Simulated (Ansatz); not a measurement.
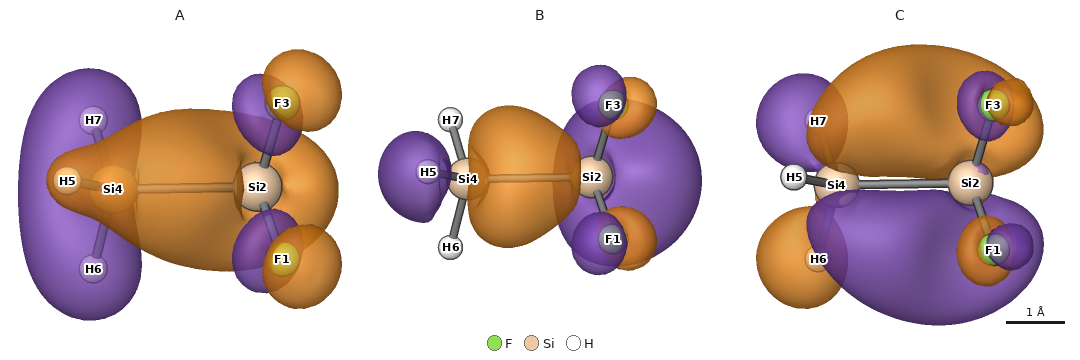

The picture shows: F2H3Si2 (SMILES F[Si](F)[SiH3]) (doublet). Three frontier orbitals at ±0.08 Å⁻³ᐟ² (orange and purple are the two phases), in no order.

Geometry: PBE0-D4/def2-TZVP.

Computed with UKS PBE0-D4/def2-TZVPP (Ansatz).

```xyz
7

F     1.7691   -0.8769    1.3612
Si    0.2126   -0.9921    1.0082
F     0.0469   -2.3884    0.2444
Si   -0.3863    0.7733   -0.4569
H     0.4281    0.7664   -1.7013
H    -0.1845    2.0450    0.2822
H    -1.8247    0.6044   -0.7833
```

Which picture is the HOMO−1, the HOMO and the LUMO? All are α orbitals.

Answer. A is the HOMO−1 (α) (−9.98 eV). It lies mainly on Si2 (about 30 %), Si4 (about 30 %), F1 (about 10 %), F3 (about 10 %), H6 (about 10 %) and H7 (about 10 %). B is the HOMO (α) (−6.38 eV). By Hirshfeld shares it lies mainly on Si2 (about 60 %), Si4 (about 20 %), F1 (about 5 %) and F3 (about 5 %). C is the LUMO (α) (−0.48 eV). It lies mainly on Si2 (about 45 %), Si4 (about 30 %), F1 (about 5 %) and F3 (about 5 %).

What is the gap between the highest occupied and lowest empty α orbitals?

Answer. 5.90 eV between the orbital energies.
